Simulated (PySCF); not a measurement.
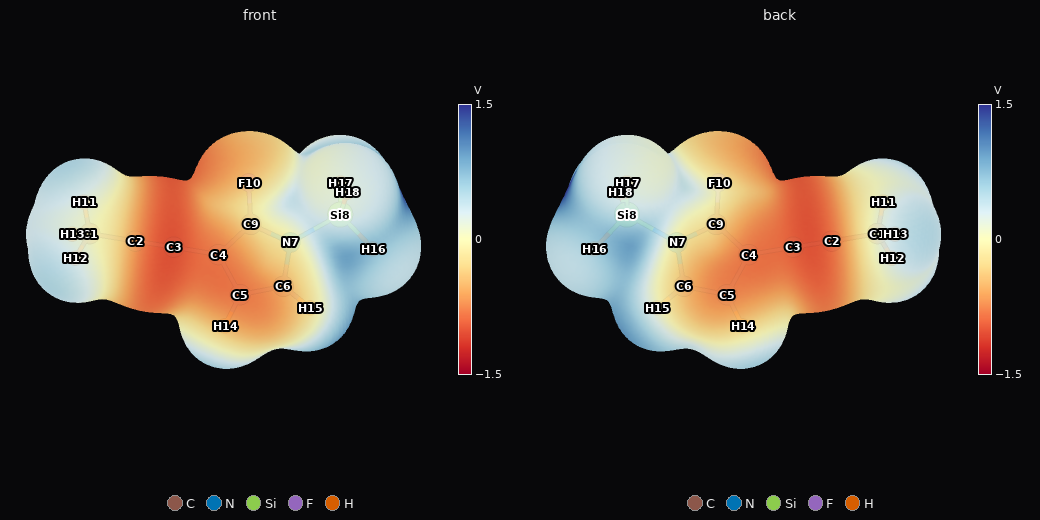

The picture shows: C₇H₈FNSi (SMILES CC#Cc1ccn([SiH3])c1F). The electrostatic potential painted on the density surface at 0.001 e/bohr³, seen from the front and from behind; the colour scale runs from red (negative) to blue (positive).

Geometry: PBE0-D3(BJ)/def2-SVP.

The calculation used PySCF, PBE0/pcSseg-1, SCF density, gas phase, non-relativistic.

```yaml
atoms:
  - { symbol: C, position_ang: [-4.2966, 0.9095, -0.3761] }
  - { symbol: C, position_ang: [-2.8997, 0.6007, -0.1248] }
  - { symbol: C, position_ang: [-1.7286, 0.3517, 0.0818] }
  - { symbol: C, position_ang: [-0.3660, 0.0495, 0.3311] }
  - { symbol: C, position_ang: [0.1882, -0.9084, 1.2536] }
  - { symbol: C, position_ang: [1.5509, -0.8518, 1.1538] }
  - { symbol: N, position_ang: [1.8976, 0.1060, 0.2037] }
  - { symbol: Si, position_ang: [3.5360, 0.5594, -0.3256] }
  - { symbol: C, position_ang: [0.7310, 0.6248, -0.2710] }
  - { symbol: F, position_ang: [0.7887, 1.5624, -1.1977] }
  - { symbol: H, position_ang: [-4.3975, 1.8670, -0.9110] }
  - { symbol: H, position_ang: [-4.8631, 0.9925, 0.5651] }
  - { symbol: H, position_ang: [-4.7791, 0.1317, -0.9897] }
  - { symbol: H, position_ang: [-0.3879, -1.5548, 1.9112] }
  - { symbol: H, position_ang: [2.3215, -1.4088, 1.6812] }
  - { symbol: H, position_ang: [4.4426, -0.2578, 0.5234] }
  - { symbol: H, position_ang: [3.7143, 0.2334, -1.7666] }
  - { symbol: H, position_ang: [3.7525, 2.0138, -0.1000] }
```

**Which sites attract a positive test charge, and which a negative one?**

A positive charge is drawn to the negative regions and a negative charge to the positive ones. The most negative region (about −1.0 V, or −23 kcal/mol for a unit charge) lies over C2 and C3, the most positive (about +1.4 V, or +32 kcal/mol for a unit charge) over Si8.

**What dipole moment does the calculation give?**

Its dipole moment is 1.55 D.
